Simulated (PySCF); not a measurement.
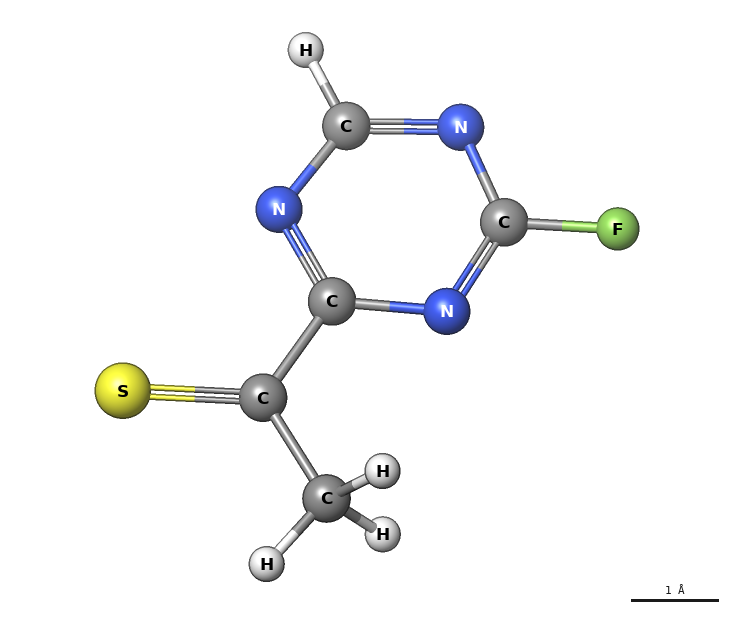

The picture shows a molecular structure as a ball-and-stick model. Double and triple bonds are drawn as two and three sticks.

The geometry was computed by an optimisation with GFN2-xTB. No frequency run is at hand to confirm it as a minimum.

What is the molecular formula?

Answer. C5H4FN3S, 14 atoms: 5 carbon, 4 hydrogen, 1 fluorine, 3 nitrogen and 1 sulfur.

Name functional groups in it.

Answer. Among them: C–F bond.

More results for the same structure follow; atom numbers are the same in all pictures, views and colours differ.

**Shape**

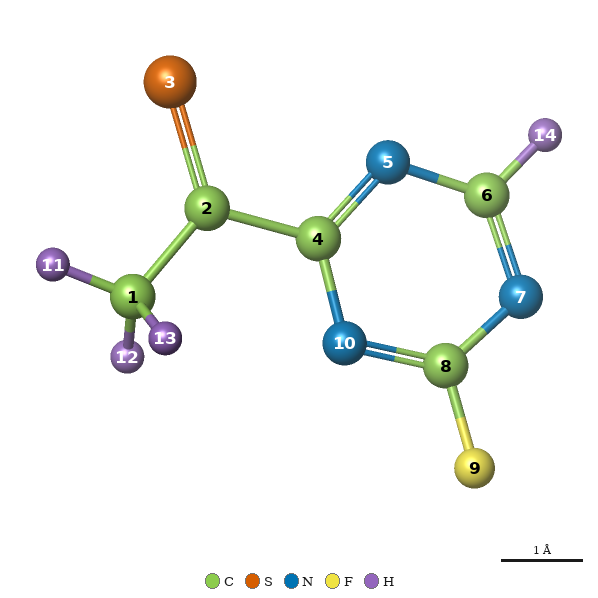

The atoms are numbered. No frequency run is at hand to confirm it as a minimum.

Give the bond lengths.

```json
{"bond": "C1–C2", "length (Å)": "1.483", "order": "single"}
{"bond": "C1–H11", "length (Å)": "1.086", "order": "single"}
{"bond": "C1–H12", "length (Å)": "1.090", "order": "single"}
{"bond": "C1–H13", "length (Å)": "1.090", "order": "single"}
{"bond": "C2–S3", "length (Å)": "1.628", "order": "double"}
{"bond": "C2–C4", "length (Å)": "1.461", "order": "single"}
{"bond": "C4–N5", "length (Å)": "1.330", "order": "aromatic"}
{"bond": "C4–N10", "length (Å)": "1.336", "order": "aromatic"}
{"bond": "N5–C6", "length (Å)": "1.314", "order": "aromatic"}
{"bond": "C6–N7", "length (Å)": "1.325", "order": "aromatic"}
{"bond": "C6–H14", "length (Å)": "1.082", "order": "single"}
{"bond": "N7–C8", "length (Å)": "1.317", "order": "aromatic"}
{"bond": "C8–F9", "length (Å)": "1.319", "order": "single"}
{"bond": "C8–N10", "length (Å)": "1.312", "order": "aromatic"}
```

**Excitation**

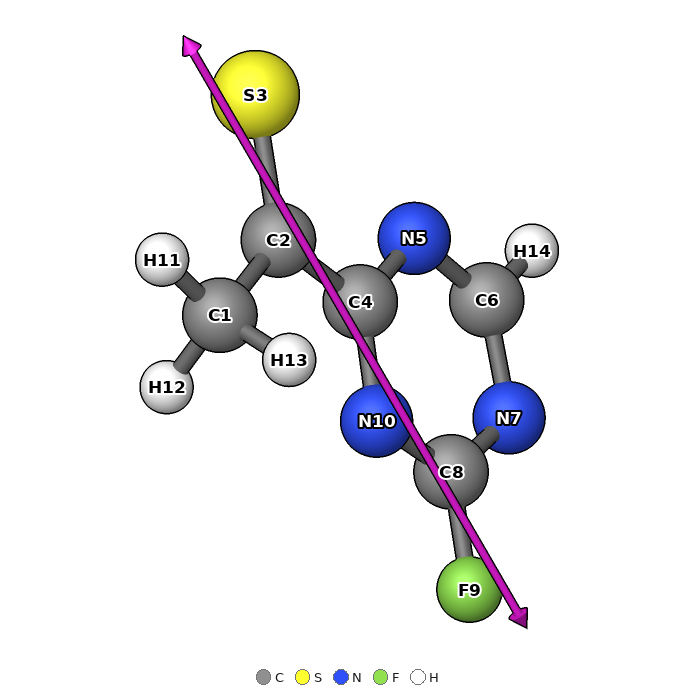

The double arrow shows the direction of the transition dipole to excited singlet state 5 (its length means nothing). No frequency run is at hand to confirm it as a minimum. Properties computed with TDDFT PBE0/def2-SVPD, vertical, gas phase, core orbitals frozen in the response (PySCF 2.14.0).

How is the transition polarised?

Answer. Close to the long direction S3···F9.

Give its energy, strength and character.

Answer. 4.62 eV (268 nm), oscillator strength 0.29, mainly HOMO−1 → LUMO (weight 0.95); transition dipole 4.09 D.

**Ring current**

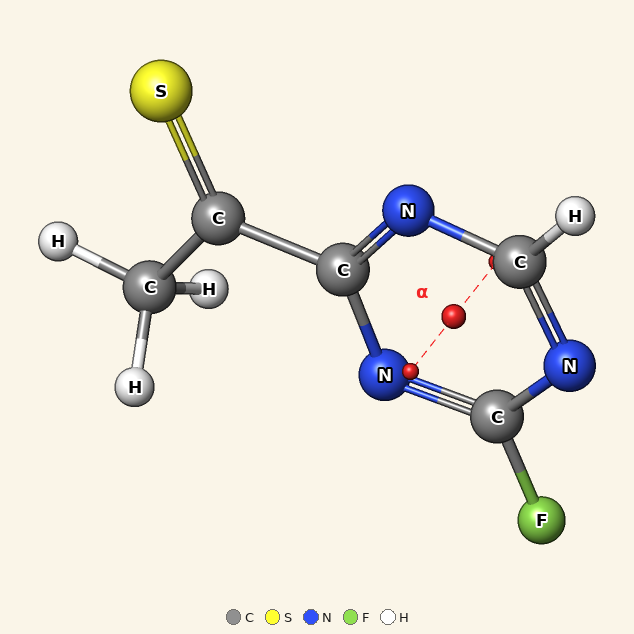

The small points mark where nucleus-independent chemical shifts (NICS) were computed: at the centre of each lettered ring and 1 Å above and below it. No frequency run is at hand to confirm it as a minimum. Level of theory: GIAO PBE0/pcSseg-1 NMR shielding, non-relativistic, gas phase (PySCF 2.14.0).

Give NICS(0), NICS(1) and the out-of-plane component NICS(1)zz for each ring (means of the two sides).

| ring | members | NICS(0) | NICS(1) | NICS(1)zz |
| --- | --- | --- | --- | --- |
| α | C3N3 | −6.2 | −9.9 | −23.1 |

Values in ppm.

What do the values say about the ring currents?

Answer. Ring α: diatropic, as in an aromatic ring. NICS is one index among several.

**Charges**

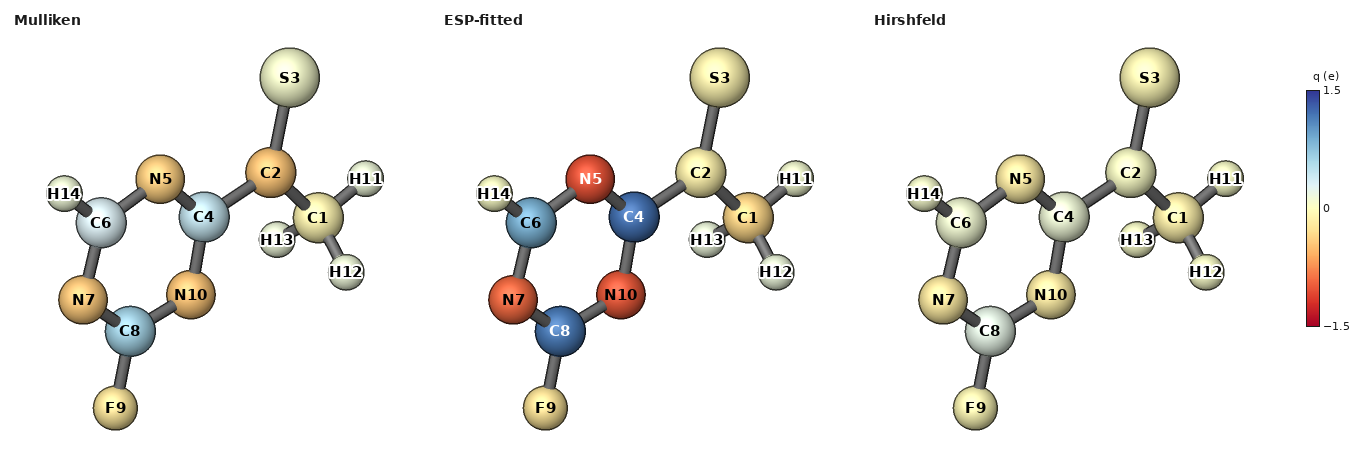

Atomic charges of one calculation by 3 schemes, on one colour scale. No frequency run is at hand to confirm it as a minimum. Computed with PBE0/pcSseg-1 (PySCF 2.14.0).

Which scheme gives the most polar picture (largest mean size of the charges)?

Answer. The ESP-fitted charges are the largest in size here, and the Hirshfeld charges the smallest.

On which atom do the schemes disagree most?

Answer. On C4 (from 0.13 to 1.22 e).

List the charges (e), one line for each set of equivalent atoms. Atoms whose distances differ by more than 0.02 Å in this geometry are listed apart.

```csv
atom,Mulliken,ESP-fitted,Hirshfeld
C1,−0.09,−0.35,−0.13
C2,−0.46,−0.11,0.04
S3,0.08,−0.09,−0.06
C4,0.46,1.22,0.13
N5,−0.40,−1.03,−0.16
C6,0.30,0.87,0.11
N7,−0.43,−0.91,−0.18
C8,0.64,1.17,0.22
F9,−0.22,−0.24,−0.06
N10,−0.46,−0.99,−0.16
H11,0.14,0.10,0.05
H12,0.15,0.16,0.05
H13,0.15,0.16,0.05
H14,0.13,0.04,0.07
```

**Quadrupole coupling**

No frequency run is at hand to confirm it as a minimum. Electric field gradients from the ground-state density, PBE0/pcSseg-1 (PySCF 2.14.0), non-relativistic apart from any core potentials.

Give the largest field-gradient component, the quadrupole coupling constant and the asymmetry for 33S at S3 (Q = −67.81 mb), 14N at N5 (Q = 20.44 mb), 14N at N7 (Q = 20.44 mb), 14N at N10 (Q = 20.44 mb), 2H at H11 (Q = 2.86 mb), 2H at H12 (Q = 2.86 mb), 2H at H13 (Q = 2.86 mb), 2H at H14 (Q = 2.86 mb).

| atom | V_zz (a.u.) | e²qQ/h (MHz) | η |
| --- | --- | --- | --- |
| S3 | −3.385 | 53.9 | 0.39 |
| N5 | −1.089 | −5.23 | 0.31 |
| N7 | −1.008 | −4.84 | 0.20 |
| N10 | −0.998 | −4.79 | 0.16 |
| H11 | 0.311 | 0.209 | 0.03 |
| H12 | 0.308 | 0.207 | 0.05 |
| H13 | 0.308 | 0.207 | 0.05 |
| H14 | 0.312 | 0.210 | 0.03 |

Mulliken values depend strongly on the basis set and can even reverse the polarity of a bond.
